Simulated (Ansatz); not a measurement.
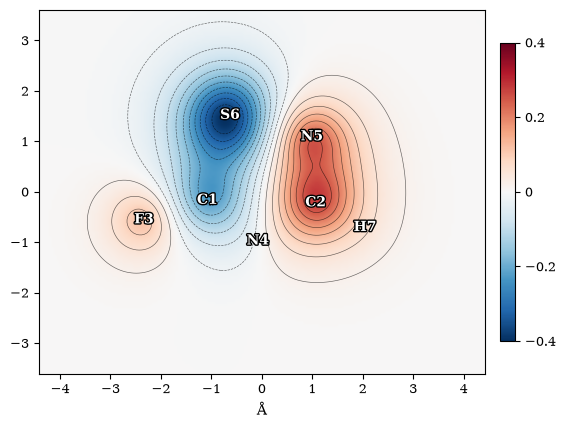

The picture shows: C₂HFN₂S (SMILES Fc1ncns1). The HOMO on a plane 0.8 Å above the molecular plane (values in Å⁻³ᐟ²; the overall sign is arbitrary).

Geometry: B3LYP/def2-SVP.

Method: isolated molecule in a Gaussian basis; Kohn-Sham density functional theory, functional PBE0 (Ansatz 0.2.0).

Input

```
crystal:
  periodic: [false, false, false]
  atoms:
    - symbol: C
      position_ang: [-0.367686, -1.994941, 1.867243]
    - symbol: C
      position_ang: [0.041027, 0.068291, 1.434738]
    - symbol: F
      position_ang: [-0.727576, -3.086843, 2.498898]
    - symbol: "N"
      position_ang: [-0.405518, -0.814713, 2.382272]
    - symbol: N
      position_ang: [0.409872, -0.357715, 0.252124]
    - symbol: S
      position_ang: [0.213963, -2.027537, 0.223784]
    - symbol: H
      position_ang: [0.090527, 1.136255, 1.665794]
basis:
  gaussian:
    orbitals: def2-TZVPD
hamiltonian:
  xc: {name: PBE0}
output:
  forces: true
  orbitals: {seedname: orbitals}
```

Command:

```sh
ansatz run input.yaml --threads 2 --pin off --max-ram 4350MiB --events-out events.jsonl --progress --plain --runs-dir runs
```

Describe this orbital and give its energy.

Answer. It lies mainly on S6 (about 40 %), C2 (about 20 %), N5 (about 20 %) and C1 (about 15 %); it changes sign across the molecular plane (π type); π-bonding across C1–S6 and C2–N5; π-antibonding (a node) across N5–S6. Its energy is −8.29 eV.
